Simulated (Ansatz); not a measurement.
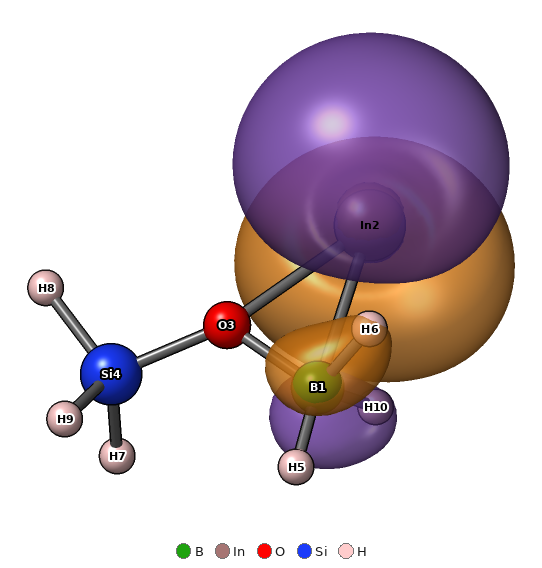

Figure 1: BH6InOSi. One frontier orbital at ±0.08 Å⁻³ᐟ² (orange and purple are the two phases), seen at an oblique angle.

Geometry: PBE0-D3(BJ)/def2-SVP; core potentials replace the inner electrons of In.

All numbers below come from isolated molecule in a Gaussian basis; Kohn-Sham density functional theory, functional PBE0 (Ansatz 0.2.0).

```yaml
atoms:
  - { symbol: B, position_ang: [-1.9185, -0.5658, -0.6415] }
  - { symbol: In, position_ang: [-3.9239, 0.0515, -1.9777] }
  - { symbol: O, position_ang: [-1.6327, 0.4867, -1.6852] }
  - { symbol: Si, position_ang: [-0.3637, 1.5631, -1.6061] }
  - { symbol: H, position_ang: [-0.9614, -0.9187, 0.0258] }
  - { symbol: H, position_ang: [-2.4099, -1.5585, -1.2524] }
  - { symbol: H, position_ang: [-0.4434, 2.4040, -0.3719] }
  - { symbol: H, position_ang: [-0.4675, 2.4480, -2.8044] }
  - { symbol: H, position_ang: [0.9403, 0.8380, -1.6230] }
  - { symbol: H, position_ang: [-2.8402, -0.1327, 0.1124] }
```

**Which orbital is it: HOMO or LUMO?**

The LUMO, at −1.64 eV. Its weight (Hirshfeld) is mainly on In2 (about 85 %).
